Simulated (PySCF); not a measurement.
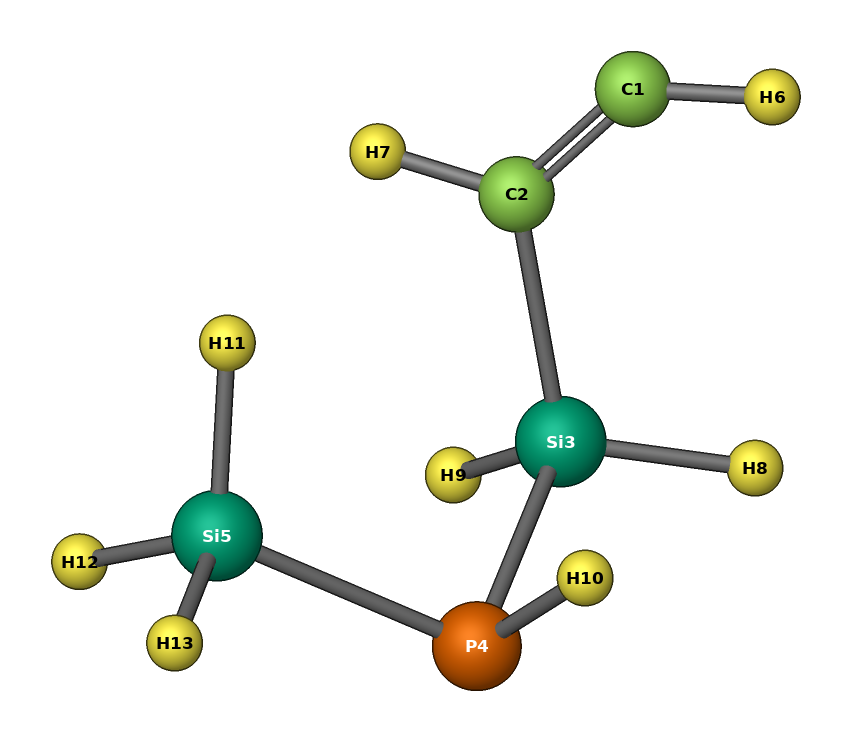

The questions are on Mulliken spin populations. State: neutral, doublet. Computed geometry: GFN2-xTB optimisation. No frequency run is at hand to confirm it as a minimum. Level of theory: UKS B3LYP, pcH-1 on C H P Si, non-relativistic (PySCF 2.14.0).

Give the Mulliken spin populations atom by atom.

| atom | value (e) |
| --- | --- |
| C1 | 0.96 |
| C2 | −0.16 |
| Si3 | 0.10 |
| P4 | 0.01 |
| Si5 | 0.00 |
| H6 | 0.01 |
| H7 | 0.06 |
| H8 | 0.00 |
| H9 | 0.01 |
| H10 | 0.00 |
| H11 | 0.00 |
| H12 | 0.00 |
| H13 | 0.00 |

Mulliken values depend strongly on the basis set. The geometry is semi-empirical. Around P, Si such bond lengths and angles can be off by a tenth of an ångström or more and by several degrees, and values that hang on the shape move with them.
